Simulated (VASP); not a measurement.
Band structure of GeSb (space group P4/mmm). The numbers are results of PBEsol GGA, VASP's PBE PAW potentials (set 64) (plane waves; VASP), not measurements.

Unless said otherwise, spin-orbit coupling is left out, though it shifts the bands of the heavy elements here.

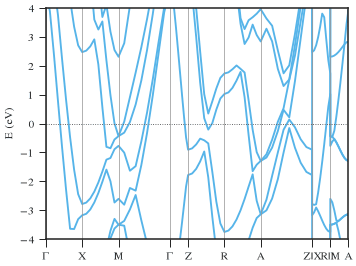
Fig. 1. Bands along high-symmetry lines, zero at the valence-band maximum or, without a gap, the Fermi level

Problem. Read the plot: is there a gap, and where are the band edges?

Solution. It has no gap at this level: it comes out as a metal or semimetal. (Edges off the drawn lines would not show.)

The structure comes from a computed database's GeSb entry (P4/mmm); how it stands against other phases isn't given here. It was relaxed first. The electron count is odd and the run is not spin-polarised, which forces a metal.
